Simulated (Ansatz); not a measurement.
**C$_{2}$H$_{2}$ClFSi: phonon calculation**

System: C$_{2}$H$_{2}$ClFSi.
Method: UKS PBE0/def2-SVP (Ansatz 0.2.0).

It belongs to a series of runs on one base structure; here: vibrations at the highest image of the band.

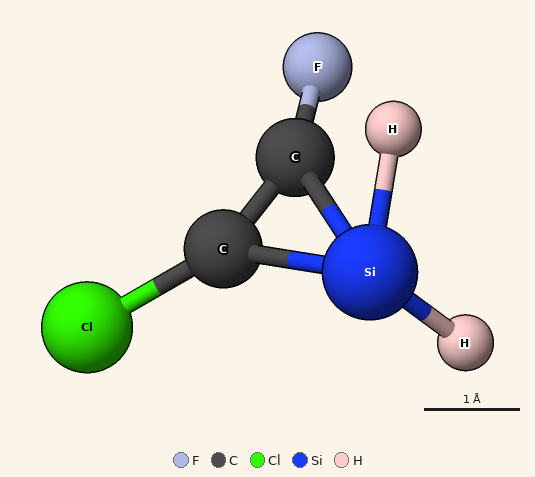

Fig. 1: The structure as given in the input (ball-and-stick view, seen at a tilt). Bond lengths as drawn: C–C 1.28 Å, C–Cl 1.69 Å, C–F 1.30 Å, C–Si 1.94 to 2.10 Å and H–Si 1.52 to 1.54 Å.

**Input**
```yaml
crystal:
  periodic: [false, false, false]
  atoms:
    - { symbol: F, position_ang: [1.409759, -0.90377, 1.224782] }
    - { symbol: C, position_ang: [0.547816, -0.494125, 0.348426] }
    - { symbol: C, position_ang: [-0.532548, -0.712057, -0.305299] }
    - { symbol: Cl, position_ang: [-1.770555, -1.836446, -0.557945] }
    - { symbol: Si, position_ang: [-0.178501, 1.144115, -0.75185] }
    - { symbol: H, position_ang: [-0.708684, 1.928729, 0.438436] }
    - { symbol: H, position_ang: [1.294015, 0.805453, -0.442249] }
magnetization:
  spin_polarized: true
basis:
  gaussian: { orbitals: def2-SVP }
hamiltonian:
  xc: pbe0
phonons: {}
```

Machine: 2 threads of Arm Neoverse V1, 24 GiB of memory available, shared host.

Run as:
```bash
ansatz run input.yaml --threads 2 --pin off --max-ram 3072MiB --backend cpu --events-out ev --progress --plain --runs-dir out
```

**The program's output**
```
Engine: ansatz 0.2.0, aarch64-unknown-linux-gnu
Functional definition: PBE0
  parameter a = 0.25
  parameter kappa = 0.804
  parameter beta = 0.06672455060314922
  exchange = (1 - a)*pbe_x(kappa = kappa, mu = beta*pi^2/3) + a*exact_x
  correlation = pbe_c(beta = beta)
925 factors; integrals over basis functions are off by at most 2.3e-4 eV
mean field evaluation 1: about -25193.6709 eV, gradient 2.4e1 eV
mean field evaluation 2: about -25190.3867 eV, gradient 3.2e1 eV
mean field evaluation 4: about -25196.3981 eV, gradient 3.2e0 eV
mean field evaluation 8: about -25196.4773 eV, gradient 6.9e-2 eV
mean field evaluation 16: about -25196.4773 eV, gradient 5.0e-5 eV
mean field -25196.47727707 eV, -925.9534611465 hartree, gradient 5.0e-5 eV, S^2 0.000000; 1 other end points of the search recorded, 0 dependent functions left out
the calculation of the forces begins
reference -25196.47729792 eV, -925.9534619129 hartree; 27, 27 occupied and 61, 61 virtual orbitals, 925 factors
these checks for a lower state are left out or cut short: stability, starts, cluster_reference, orbital_swaps, neighbouring_geometries, increment
925 factors; integrals over basis functions are off by at most 2.3e-4 eV
mean field -25196.47720449 eV, -925.9534584795 hartree, gradient 1.9e-6 eV, S^2 0.000000; 0 other end points of the search recorded, 0 dependent functions left out
[... from here on the field's lines of each further geometry are left out, up to the last ...]
the calculation of the forces begins
reference -25196.47729813 eV, -925.9534619205 hartree; 27, 27 occupied and 61, 61 virtual orbitals, 925 factors
these checks for a lower state are left out or cut short: stability, starts, cluster_reference, orbital_swaps, neighbouring_geometries, increment
925 factors; integrals over basis functions are off by at most 2.3e-4 eV
mean field -25196.47727697 eV, -925.9534611430 hartree, gradient 1.3e-6 eV, S^2 0.000000; 0 other end points of the search recorded, 0 dependent functions left out
the calculation of the forces begins
reference -25196.47729782 eV, -925.9534619092 hartree; 27, 27 occupied and 61, 61 virtual orbitals, 925 factors
WARN: phonons: modes at or below zero, which the zero-point energy, F, S and C_V leave out: 1, the lowest at -950.31 cm⁻¹. A minimum has none, and a first-order saddle one
Total energy: -25196.47729792 eV, -925.9534619129 hartree
Atom 0 at     1.409759    -0.903770     1.224782 Å, force     0.000263     0.000064     0.000162 eV/Å
Atom 1 at     0.547816    -0.494125     0.348426 Å, force    -0.000253     0.000054    -0.000218 eV/Å
Atom 2 at    -0.532548    -0.712057    -0.305299 Å, force    -0.000054    -0.000190     0.000050 eV/Å
Atom 3 at    -1.770555    -1.836446    -0.557945 Å, force    -0.000043     0.000086    -0.000034 eV/Å
Atom 4 at    -0.178501     1.144115    -0.751850 Å, force     0.000009     0.000060    -0.000090 eV/Å
Atom 5 at    -0.708684     1.928729     0.438436 Å, force    -0.000045    -0.000034     0.000066 eV/Å
Atom 6 at     1.294015     0.805453    -0.442249 Å, force     0.000122    -0.000040     0.000064 eV/Å
Dipole moment:     0.027791     0.009845     0.044270 e Å
Vibrations: -950.31 177.24 203.53 248.58 456.39 475.35 560.42 634.68 744.17 812.78 916.46 1168.57 1992.95 2071.09 2094.16 cm⁻¹, zero-point energy 0.778397 eV
```

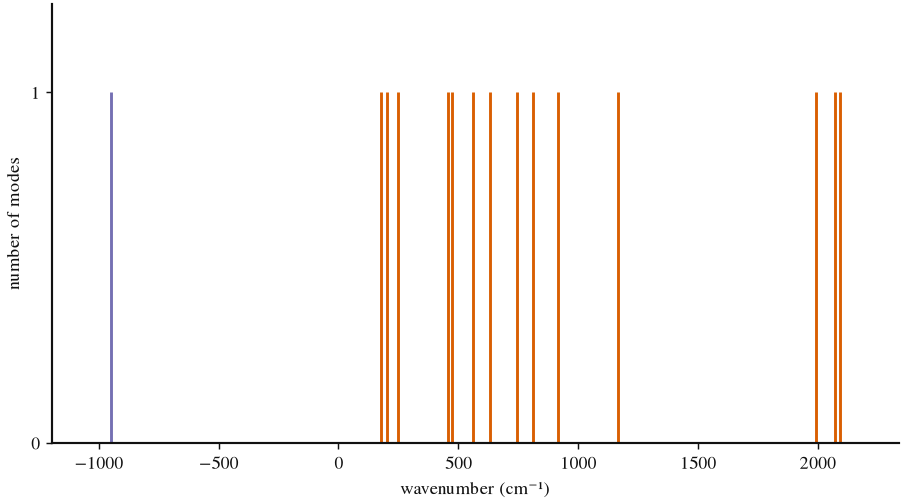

Fig. 2: Harmonic vibrational wavenumbers from the force constants; neighbouring modes closer than 14 cm⁻¹ are counted in one stick, and imaginary ones are drawn at negative wavenumbers. 15 modes from 950i to 2094 cm⁻¹, 1 imaginary beyond 8i (950i cm⁻¹): a first-order saddle point, if the geometry is stationary.

**Results in brief**

```json
{"quantity": "outcome", "value": "converged"}
{"quantity": "total energy", "value": "−25196.4773 eV"}
{"quantity": "mean-field energy", "value": "−25196.4773 eV"}
{"quantity": "largest force (length of the vector)", "value": "under 0.001 eV/Å"}
{"quantity": "wall time", "value": "72 s (CPU time 2.4 min)"}
{"quantity": "peak memory", "value": "0.25 GiB"}
```
